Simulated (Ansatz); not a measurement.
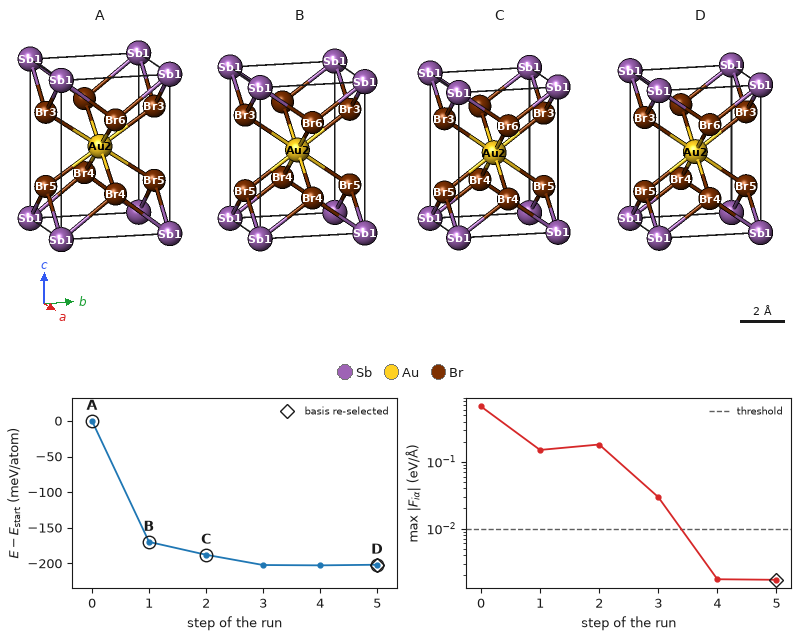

Frames of a relaxation of solid SbAuBr$_{4}$ (built on the NaHoF4-123 type type), marked on the history of the run. Style: ball-and-stick. Shown: the cell of the calculation, slightly off an axis.

Method: DFT, PBEsol, plane waves, PAW in Ansatz. Settings: plane-wave cutoff 420 eV; k-point mesh 4 × 4 × 4; occupations fermi dirac; smearing width 0.03 eV; no spin polarisation; cell and atoms relaxed; force threshold 0.01 eV/Å; at most 120 steps.

### What happens along the run?

The largest moves relative to the cell, 0.12 Å, are those of Br3, Br4, Br5 and Br6. Br4 goes along −c. Au and Sb stay in place. The drawn cell changes as follows: a = b 5.210 → 4.866 Å (−6.6 %), c 7.498 → 6.949 Å (−7.3 %); the volume changes by −19.1 %. Among the contacts that change: Sb1–Br3 3.286 → 2.987 Å, Au2–Br3 3.135 → 2.992 Å. Bond angles that change, for instance: Au2–Br6–Au2 112.4° → 108.8°. The space group stays P4/mmm (No. 123). After 4 accepted moves (5 points after the start) the energy has fallen by 202 meV per atom. Largest force component: 0.67 eV/Å at the start, 0.0017 eV/Å at the end. Pressure: −6.51 GPa at the start and −0.01 GPa at the end. The SCF was repeated once at an unchanged geometry on a basis and grid sized afresh for the cell, which shifted the energy by 0.9 meV per atom at most. Cost: 19 s on 2 threads of Arm Neoverse V2, on a shared host, peak memory 0.52 GiB. From step 0 to 1: Br atoms move most (0.12 Å), volume −11.6 %, energy −170 meV per atom. From step 1 to 2: Br atoms move most (0.02 Å), volume −13.4 %, energy −18.0 meV per atom. From step 2 to 5: volume +5.7 %, energy −14.0 meV per atom.

| step | E − E(0), meV/atom | largest force component, eV/Å | pressure, GPa | volume, Å³/atom | note |
| --- | --- | --- | --- | --- | --- |
| 0 | 0.00 | 0.6730 | -6.51 | 33.917 |  |
| 1 | -169.80 | 0.1502 | -3.67 | 29.982 |  |
| 2 | -187.84 | 0.1811 | 3.28 | 25.953 |  |
| 3 | -202.21 | 0.0296 | -0.49 | 27.686 |  |
| 4 | -202.68 | 0.0017 | 0.00 | 27.423 |  |
| 5 | -201.83 | 0.0017 | -0.01 | 27.423 | same geometry, new basis |
